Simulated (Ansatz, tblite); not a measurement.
**The cluster Zn5Te4: charged states by level of theory**

Aim: the energy of removing and adding an electron for the cluster Zn5Te4, by energy differences, and how well orbital energies stand in for it.

The runs use Ansatz 0.2.0, Gaussian basis; as each input shows.

The runs, in order: charge +1 doublet, at the geometry of the singlet (PBE0-D4/def2-SVP, PBE-D4/def2-SVP, r2SCAN-D4/def2-SVP); charge -1 doublet, at the geometry of the singlet (PBE0-D4/def2-SVP, PBE-D4/def2-SVP, r2SCAN-D4/def2-SVP); the starting singlet's energies come from earlier runs.

8 further runs of the same task are left out: 7 that didn't finish, 1 set aside as unsound or not needed.

## 1. The relaxed structure

The geometry is that of the singlet, from an earlier relaxation (PBE-D4/def2-SVP). At that level it is the lowest of the isomers that a small search found.

9 atoms, charge 0, spin multiplicity 1.

Atoms are counted from 1 here; the program's logs count them from 0.

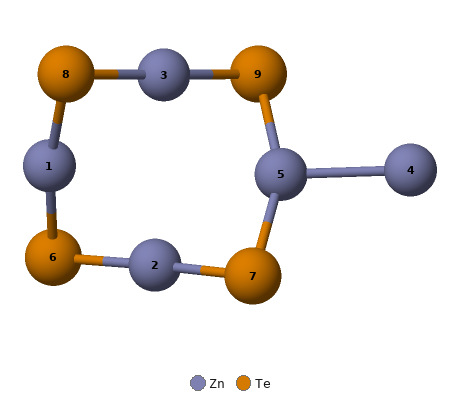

The structure; zinc blue, tellurium orange; atoms are numbered from 1 in the order of the file.

Te takes a core potential in the def2 sets. No spin-orbit coupling is included.

## 2. Charge +1 doublet at the fixed geometry, PBE0-D4/def2-SVP

in.yaml

```yaml
crystal:
  periodic: [false, false, false]
  atoms:
    - {symbol: Zn, position_ang: [0.471493, -1.756627, -2.139936]}
    - {symbol: Zn, position_ang: [-1.626362, 0.115673, -1.241840]}
    - {symbol: Zn, position_ang: [1.740849, -0.898624, 0.394674]}
    - {symbol: Zn, position_ang: [-0.470417, 2.985848, 3.365500]}
    - {symbol: Zn, position_ang: [-0.351686, 1.173333, 1.443845]}
    - {symbol: Te, position_ang: [-1.974544, -2.199211, -2.108075]}
    - {symbol: Te, position_ang: [-1.275062, 2.463284, -0.500030]}
    - {symbol: Te, position_ang: [2.843456, -1.074099, -1.836087]}
    - {symbol: Te, position_ang: [0.642283, -0.809568, 2.621940]}
basis:
  gaussian: {orbitals: def2-SVP}
total_charge: 1
magnetization: {spin_polarized: true, initial_magnetization: 1}
hamiltonian: {xc: pbe0, dispersion: d4}
scf: {omitted_lower_state_checks: [starts]}
output: {orbitals: {seedname: orbitals}}
```

Run with:

```bash
$ ansatz run in.yaml --threads 4 --pin off --events-out ev --progress --plain --max-ram 6963MiB
```

What it wrote:

```text
Functional definition: PBE0
  name "PBE0"
  cite "Adamo & Barone, J. Chem. Phys. 110, 6158 (1999) doi:10.1063/1.478522"
  cite "Perdew, Burke & Ernzerhof, Phys. Rev. Lett. 77, 3865 (1996) doi:10.1103/PhysRevLett.77.3865"
  parent pbe
  parameter a = 0.25
  parameter kappa = 0.804
  parameter beta = 0.06672455060314922
  exchange = (1 - a)*pbe_x(kappa = kappa, mu = beta*pi^2/3) + a*exact_x
  correlation = pbe_c(beta = beta)
these checks for a lower state are left out or cut short: starts
2817 factors; integrals over basis functions are off by at most 4.2e-4 eV
mean field evaluation 1: about -271197.9913 eV, gradient 4.2e1 eV
mean field evaluation 2: about -271164.7331 eV, gradient 7.7e1 eV
mean field evaluation 4: about -271205.8087 eV, gradient 4.2e0 eV
mean field evaluation 8: about -271205.9537 eV, gradient 6.2e-1 eV
mean field evaluation 16: about -271206.3106 eV, gradient 1.5e-1 eV
mean field evaluation 32: about -271206.3111 eV, gradient 2.4e-4 eV
mean field -271206.31110634 eV, -9966.6481029178 hartree, gradient 4.9e-6 eV, S^2 0.759744; 0 other end points of the search recorded, 0 dependent functions left out
reference -271206.31115073 eV, -9966.6481045491 hartree; 123, 122 occupied and 136, 137 virtual orbitals, 2817 factors
Total energy: -271206.99501123 eV, -9966.6732359591 hartree
Checks for a lower state left out: starts
```

It took 2 min on 4 threads of Intel Xeon at 2.50GHz, shared host; peak memory 2.6 GiB.

From the report: HOMO -9.47 eV, LUMO -8.78 eV (over both spins); ⟨S²⟩ 0.760 (pure: 0.75).

## 3. Charge +1 doublet at the fixed geometry, PBE-D4/def2-SVP

start.molden holds the orbitals of an earlier run on this state, given as this run's starting guess.

in.yaml, as its differences from that of step 2:

```diff
@@ -13,6 +13,6 @@
 basis:
-  gaussian: {orbitals: def2-SVP}
+  gaussian: {orbitals: def2-SVP, initial_orbitals: start.molden}
 total_charge: 1
 magnetization: {spin_polarized: true, initial_magnetization: 1}
-hamiltonian: {xc: pbe0, dispersion: d4}
+hamiltonian: {xc: pbe, dispersion: d4}
 scf: {omitted_lower_state_checks: [starts]}
```

Launched as before.

What it wrote:

```text
Functional definition: PBE
  name "PBE"
  cite "Perdew, Burke & Ernzerhof, Phys. Rev. Lett. 77, 3865 (1996) doi:10.1103/PhysRevLett.77.3865"
  parent pbe
  parameter kappa = 0.804
  parameter beta = 0.06672455060314922
  exchange = pbe_x(kappa = kappa, mu = beta*pi^2/3)
  correlation = pbe_c(beta = beta)
these checks for a lower state are left out or cut short: starts
3070 factors; their error is unknown
mean field evaluation 1: about -271200.7388 eV, gradient 7.7e0 eV
mean field evaluation 2: about -271201.0375 eV, gradient 4.0e-1 eV
mean field evaluation 4: about -271200.9322 eV, gradient 1.6e-1 eV
mean field evaluation 8: about -271200.9323 eV, gradient 1.2e-5 eV
mean field -271200.93233615 eV, -9966.4504367594 hartree, gradient 1.2e-5 eV, S^2 0.751890; 0 other end points of the search recorded, 0 dependent functions left out
reference -271200.93239546 eV, -9966.4504389389 hartree; 123, 122 occupied and 136, 137 virtual orbitals, 3070 factors
Total energy: -271201.68353244 eV, -9966.4780427138 hartree
Checks for a lower state left out: starts
```

Run time: 30 s. Hardware: 4 threads of Intel Xeon at 2.50GHz, shared host; peak memory 0.76 GiB.

HOMO -8.80 eV, LUMO -8.85 eV (over both spins; with the spin held, an empty level of the minority spin lies below the top filled one); ⟨S²⟩ 0.752 (pure: 0.75).

## 4. Charge +1 doublet at the fixed geometry, r2SCAN-D4/def2-SVP

in.yaml, as its differences from that of step 3:

```diff
@@ -16,3 +16,3 @@
 magnetization: {spin_polarized: true, initial_magnetization: 1}
-hamiltonian: {xc: pbe, dispersion: d4}
+hamiltonian: {xc: r2scan, dispersion: d4}
 scf: {omitted_lower_state_checks: [starts]}
```

The command is unchanged.

What it wrote:

```text
Functional definition: r2SCAN
  name "r2SCAN"
  cite "Furness, Kaplan, Ning, Perdew & Sun, J. Phys. Chem. Lett. 11, 8208 (2020) doi:10.1021/acs.jpclett.0c02405"
  cite "Furness, Kaplan, Ning, Perdew & Sun, J. Phys. Chem. Lett. 11, 9248 (2020) doi:10.1021/acs.jpclett.0c03077"
  parent r2scan
  parameter k0 = 0.174
  parameter k1 = 0.065
  parameter a1 = 4.9479
  exchange = r2scan_x(k0 = k0, k1 = k1, a1 = a1)
  correlation = r2scan_c
these checks for a lower state are left out or cut short: starts
3070 factors; their error is unknown
mean field evaluation 1: about -271248.4576 eV, gradient 4.4e0 eV
mean field evaluation 2: about -271248.5711 eV, gradient 1.8e-1 eV
mean field evaluation 4: about -271248.4434 eV, gradient 4.6e-2 eV
mean field evaluation 8: about -271248.4434 eV, gradient 1.4e-5 eV
mean field -271248.44340352 eV, -9968.1964362808 hartree, gradient 1.4e-5 eV, S^2 0.757662; 0 other end points of the search recorded, 0 dependent functions left out
reference -271248.44342969 eV, -9968.1964372426 hartree; 123, 122 occupied and 136, 137 virtual orbitals, 3070 factors
Total energy: -271248.62545421 eV, -9968.2031265204 hartree
Checks for a lower state left out: starts
```

It took 1.8 min on 4 threads of Intel Xeon at 2.50GHz, shared host; peak memory 0.98 GiB.

HOMO -9.01 eV, LUMO -9.02 eV (over both spins; with the spin held, an empty level of the minority spin lies below the top filled one); ⟨S²⟩ 0.758 (pure: 0.75).

## 5. Vertical ionisation energy

Charged state less starting state, singlet to doublet; the starting state's energies are those of its earlier runs.

```
             level  vertical ionisation energy (eV)     time
   PBE-D4/def2-SVP                            +7.12     40 s
r2SCAN-D4/def2-SVP                            +7.33  2.2 min
  PBE0-D4/def2-SVP                            +7.53  2.6 min
```

Times add the two runs; a level without a time comes out of a correlated run.

Beside −ε(HOMO) of the starting state:

```
             level  −ε(HOMO) (eV)  by difference (eV)  mismatch (eV)
   PBE-D4/def2-SVP           5.28                7.12          -1.84
r2SCAN-D4/def2-SVP           5.56                7.33          -1.77
  PBE0-D4/def2-SVP           6.21                7.53          -1.32
```

## 6. Charge -1 doublet at the fixed geometry, PBE0-D4/def2-SVP

in.yaml, as its differences from that of step 4:

```diff
@@ -13,6 +13,6 @@
 basis:
-  gaussian: {orbitals: def2-SVP, initial_orbitals: start.molden}
-total_charge: 1
+  gaussian: {orbitals: def2-SVP}
+total_charge: -1
 magnetization: {spin_polarized: true, initial_magnetization: 1}
-hamiltonian: {xc: r2scan, dispersion: d4}
+hamiltonian: {xc: pbe0, dispersion: d4}
 scf: {omitted_lower_state_checks: [starts]}
```

Same command.

What it wrote, shortened:

```text
Functional definition: PBE0
  name "PBE0"
  cite "Adamo & Barone, J. Chem. Phys. 110, 6158 (1999) doi:10.1063/1.478522"
  cite "Perdew, Burke & Ernzerhof, Phys. Rev. Lett. 77, 3865 (1996) doi:10.1103/PhysRevLett.77.3865"
  parent pbe
[...]
2819 factors; integrals over basis functions are off by at most 4.2e-4 eV
[...]
mean field -271214.73678033 eV, -9966.9577407257 hartree, gradient 1.6e-5 eV, S^2 0.754525; 0 other end points of the search recorded, 0 dependent functions left out
reference -271214.73682077 eV, -9966.9577422119 hartree; 124, 123 occupied and 135, 136 virtual orbitals, 2819 factors
Total energy: -271215.44849355 eV, -9966.9838957044 hartree
Checks for a lower state left out: starts
```

Run time: 2 min. Hardware: 4 threads of Intel Xeon at 2.50GHz, shared host; peak memory 2.7 GiB.

Report: HOMO 0.30 eV, LUMO 1.30 eV (over both spins); ⟨S²⟩ 0.755 (pure: 0.75). Doubts: highest occupied level lies above zero.

## 7. Charge -1 doublet at the fixed geometry, PBE-D4/def2-SVP

in.yaml, as its differences from that of step 6:

```diff
@@ -13,6 +13,6 @@
 basis:
-  gaussian: {orbitals: def2-SVP}
+  gaussian: {orbitals: def2-SVP, initial_orbitals: start.molden}
 total_charge: -1
 magnetization: {spin_polarized: true, initial_magnetization: 1}
-hamiltonian: {xc: pbe0, dispersion: d4}
+hamiltonian: {xc: pbe, dispersion: d4}
 scf: {omitted_lower_state_checks: [starts]}
```

Same command.

What it wrote:

```text
Functional definition: PBE
  name "PBE"
  cite "Perdew, Burke & Ernzerhof, Phys. Rev. Lett. 77, 3865 (1996) doi:10.1103/PhysRevLett.77.3865"
  parent pbe
  parameter kappa = 0.804
  parameter beta = 0.06672455060314922
  exchange = pbe_x(kappa = kappa, mu = beta*pi^2/3)
  correlation = pbe_c(beta = beta)
these checks for a lower state are left out or cut short: starts
3070 factors; their error is unknown
mean field evaluation 1: about -271208.8107 eV, gradient 7.6e0 eV
mean field evaluation 2: about -271209.0911 eV, gradient 3.3e-1 eV
mean field evaluation 4: about -271208.9783 eV, gradient 8.5e-2 eV
mean field evaluation 8: about -271208.9783 eV, gradient 2.6e-5 eV
mean field -271208.97834193 eV, -9966.7461220177 hartree, gradient 7.4e-6 eV, S^2 0.751587; 0 other end points of the search recorded, 0 dependent functions left out
reference -271208.97839554 eV, -9966.7461239879 hartree; 124, 123 occupied and 135, 136 virtual orbitals, 3070 factors
Total energy: -271209.75954477 eV, -9966.7748306928 hartree
Checks for a lower state left out: starts
```

Run time: 34 s. Hardware: 4 threads of Intel Xeon at 2.50GHz, shared host; peak memory 0.79 GiB.

From the report: HOMO 0.79 eV, LUMO 0.93 eV (over both spins); ⟨S²⟩ 0.752 (pure: 0.75). Doubts: highest occupied level lies above zero.

## 8. Charge -1 doublet at the fixed geometry, r2SCAN-D4/def2-SVP

in.yaml, as its differences from that of step 7:

```diff
@@ -16,3 +16,3 @@
 magnetization: {spin_polarized: true, initial_magnetization: 1}
-hamiltonian: {xc: pbe, dispersion: d4}
+hamiltonian: {xc: r2scan, dispersion: d4}
 scf: {omitted_lower_state_checks: [starts]}
```

Launched as before.

What it wrote:

```text
Functional definition: r2SCAN
  name "r2SCAN"
  cite "Furness, Kaplan, Ning, Perdew & Sun, J. Phys. Chem. Lett. 11, 8208 (2020) doi:10.1021/acs.jpclett.0c02405"
  cite "Furness, Kaplan, Ning, Perdew & Sun, J. Phys. Chem. Lett. 11, 9248 (2020) doi:10.1021/acs.jpclett.0c03077"
  parent r2scan
  parameter k0 = 0.174
  parameter k1 = 0.065
  parameter a1 = 4.9479
  exchange = r2scan_x(k0 = k0, k1 = k1, a1 = a1)
  correlation = r2scan_c
these checks for a lower state are left out or cut short: starts
3070 factors; their error is unknown
mean field evaluation 1: about -271256.8302 eV, gradient 4.4e0 eV
mean field evaluation 2: about -271256.9331 eV, gradient 1.2e-1 eV
mean field evaluation 4: about -271256.8009 eV, gradient 3.2e-3 eV
mean field -271256.80093432 eV, -9968.5035698728 hartree, gradient 3.0e-5 eV, S^2 0.755094; 0 other end points of the search recorded, 0 dependent functions left out
reference -271256.80096090 eV, -9968.5035708498 hartree; 124, 123 occupied and 135, 136 virtual orbitals, 3070 factors
Total energy: -271256.99075554 eV, -9968.5105456739 hartree
Checks for a lower state left out: starts
```

Wall time 86 s (4 threads of Intel Xeon at 2.50GHz, shared host); peak memory 0.97 GiB.

From the report: HOMO 0.63 eV, LUMO 0.88 eV (over both spins); ⟨S²⟩ 0.755 (pure: 0.75). Doubts: highest occupied level lies above zero.

## 9. Vertical electron affinity

Starting state less charged state (positive: the electron is bound), singlet to doublet; the starting state's energies are those of its earlier runs.

```
             level  vertical electron affinity (eV)     time
   PBE-D4/def2-SVP                            +0.96     44 s
r2SCAN-D4/def2-SVP                            +1.04  1.9 min
  PBE0-D4/def2-SVP                            +0.92  2.6 min
```

Times add the two runs; a level without a time comes out of a correlated run.

Beside −ε(LUMO) of the starting state:

```
             level  −ε(LUMO) (eV)  by difference (eV)  mismatch (eV)
   PBE-D4/def2-SVP           2.71                0.96          +1.75
r2SCAN-D4/def2-SVP           2.70                1.04          +1.66
  PBE0-D4/def2-SVP           2.13                0.92          +1.21
```

## 10. Outcome

| quantity | value |
| --- | --- |
| vertical ionisation energy, functionals in def2-SVP | 7.12 (PBE-D4) to 7.53 eV (PBE0-D4) |
| vertical electron affinity, functionals in def2-SVP | 0.92 (PBE0-D4) to 1.04 eV (r2SCAN-D4) |

What this shows: The vertical ionisation energy spans 7.12 to 7.53 eV over the functionals. −ε(HOMO) misses the level's own difference by -1.32 eV at best (PBE0-D4) and -1.84 eV at worst (PBE-D4). The vertical electron affinity spans 0.92 to 1.04 eV over the functionals. The anion's highest level lies above zero where self-interaction lifts it, so diffuse functions weigh on these values. −ε(LUMO) misses the level's own difference by +1.21 eV at best (PBE0-D4) and +1.75 eV at worst (PBE-D4).

The anion's highest level is positive in at least one run, so there the basis alone may hold the extra electron.
